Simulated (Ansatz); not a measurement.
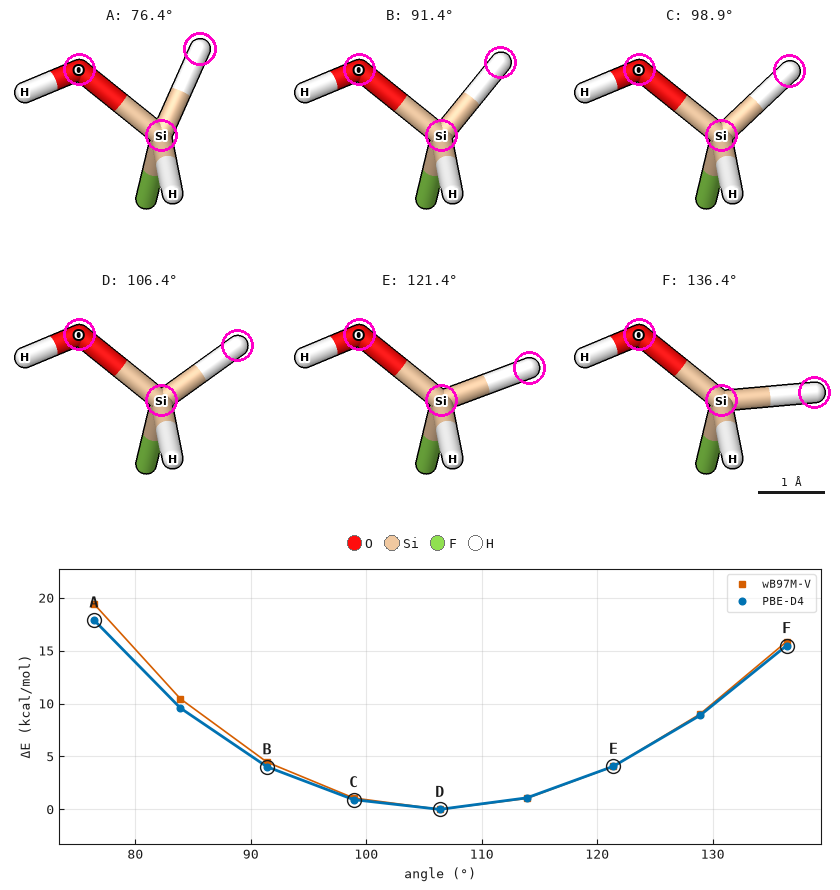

Energy scan for SiH3OF, in which one H–Si–O angle is varied, with the rest of the molecule carried along rigidly. The lettered frames are marked on the plot, at the values of PBE-D4. A stick model, seen onto the plane of the angle, with a slight tilt. The ringed atoms are those of the scanned coordinate.

Computed with Ansatz: PBE-D4, wB97M-V, basis def2-TZVPP, on geometries moved rigidly from the minimum at PBE0-D4/def2-TZVP. Energies are counted from the PBE0-D4/def2-TZVP minimum geometry at the same level.

**What does the scan show?**

With PBE-D4: the lowest computed point lies at the angle 106.4° (0.0 kcal/mol). The end points stand at 17.9 kcal/mol (76.4°) and 15.5 kcal/mol (136.4°). The curvature at the lowest point is about 5.1 eV/rad². At 76.4° the levels give PBE-D4 17.9 kcal/mol, wB97M-V 19.4 kcal/mol.

The computed points:

Energies in kcal/mol.

```csv
angle (°),PBE-D4,wB97M-V
76.4,17.9,19.4
83.9,9.6,10.5
91.4,4.0,4.5
98.9,0.9,1.1
106.4,0.0,0.0
113.9,1.1,1.0
121.4,4.1,4.1
128.9,8.9,9.0
136.4,15.5,15.9
```
